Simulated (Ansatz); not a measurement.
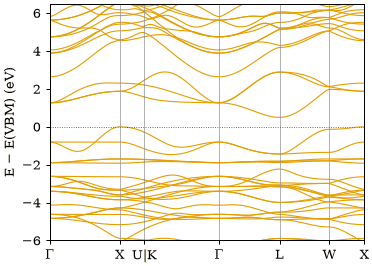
*Band structure from plane-wave PAW LDA (Ansatz code)*

### Question
Read off the gap and where the band edges lie.

### Answer
About 0.5 eV (0.50 eV by a search for the band edges); maximum at X, minimum at L.

### Question
Pick the material that matches.
A) Rb2CuSbCl6, Fm-3m (Rb on 8c, Cu on 4b, Sb on 4a, Cl on 24e)
B) BP, zinc blende
C) BAs, zinc blende

### Answer
A, Rb2CuSbCl6, Fm-3m (Rb on 8c, Cu on 4b, Sb on 4a, Cl on 24e)

The workflow started from a Materials Project entry (that database holds measured and hypothetical structures alike); the Crystallography Open Database copy checked does not list it. Whether it is the stable phase at ambient conditions was not checked. Symmetry was held in the LDA relaxation; phonons on a q-mesh show weakly imaginary modes. No spin polarisation was allowed. Spin–orbit coupling is left out wherever it is not named.

Potentials: the later of the program's two PAW sets.
